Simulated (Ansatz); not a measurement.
Pb (fcc, Cu type)

```cif
data_Pb4
_chemical_formula_sum 'Pb4'
_space_group_name_H-M_alt 'Fm-3m'
_space_group_IT_number 225
_space_group_name_Hall '-F 4 2 3'
_cell_length_a 5.03412
_cell_length_b 5.03412
_cell_length_c 5.03412
_cell_angle_alpha 90.000
_cell_angle_beta 90.000
_cell_angle_gamma 90.000
loop_
_atom_site_label
_atom_site_type_symbol
_atom_site_symmetry_multiplicity
_atom_site_Wyckoff_symbol
_atom_site_fract_x
_atom_site_fract_y
_atom_site_fract_z
_atom_site_occupancy
Pb1 Pb 4 a 0.00000 0.00000 0.00000 1
```
(The calculation used a cell of 1 atom; values per cell refer to that cell.)

Two coordinates are scanned: the volume, and the ratio of the stretch along z (the conventional c axis) to the stretch across it. Atoms keep their fractional coordinates.

Calculation: PBE (plane waves to 420 eV, PAW, scalar-relativistic; Ansatz, a first-principles code). k mesh 16×16×16 (Γ-centred), Fermi-Dirac smearing 0.05 eV. Energies are smeared free energies. With partly filled bands, the response to shear is sensitive to the k mesh, so small differences along c/a are uncertain. Pb was relaxed with its symmetry unable to fall. Spin-orbit coupling is left out, though Pb is heavy. The PAW data are Ansatz's earlier set. The relaxed volume of Pb is well above the measured one; the method has no dispersion term. The zero of ΔE is the relaxed starting cell.

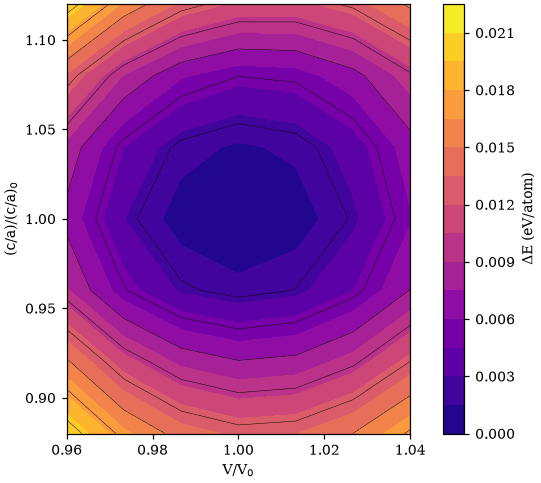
ΔE (eV/atom) over the 7×7 grid of computed points.

Lowest place on the grid: V/V₀ = 1.000, (c/a)/(c/a)₀ = 1.000 (0 meV/atom). Highest place on the grid: V/V₀ = 0.960, (c/a)/(c/a)₀ = 0.880 (21 meV/atom).

(Under strain, the slope of the energy per volume gives the stress and its curvature an elastic modulus.)
